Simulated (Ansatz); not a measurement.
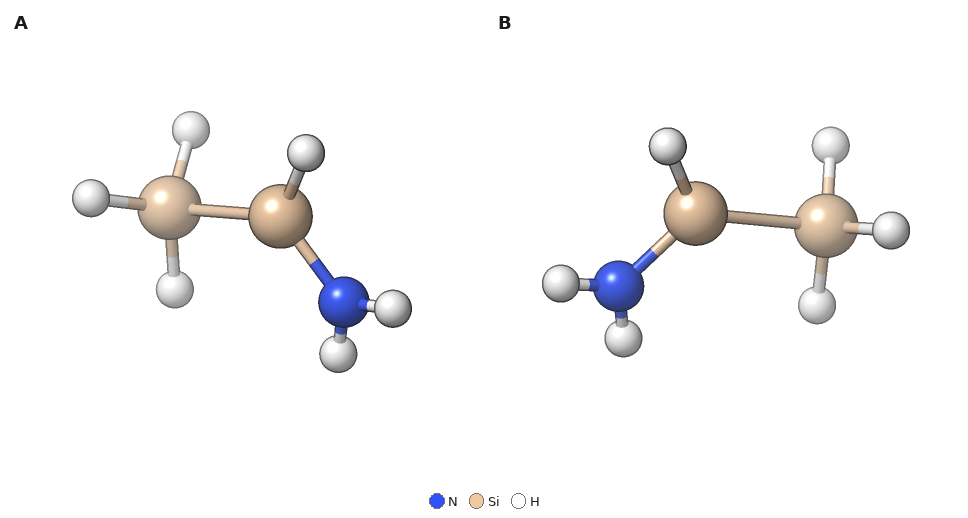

Atoms fade into the background with distance from the viewer. The species has charge +1 and is a spin singlet. Computed geometry: PBE-D4/def2-SVP optimisation. No frequency run is at hand to confirm it as a minimum.

Can A be turned into B by a rotation alone?

Answer. Yes. They are the same structure, H6NSi2 (charge +1), seen from two directions. With point group Cs it is achiral, so its mirror image would be the same too.
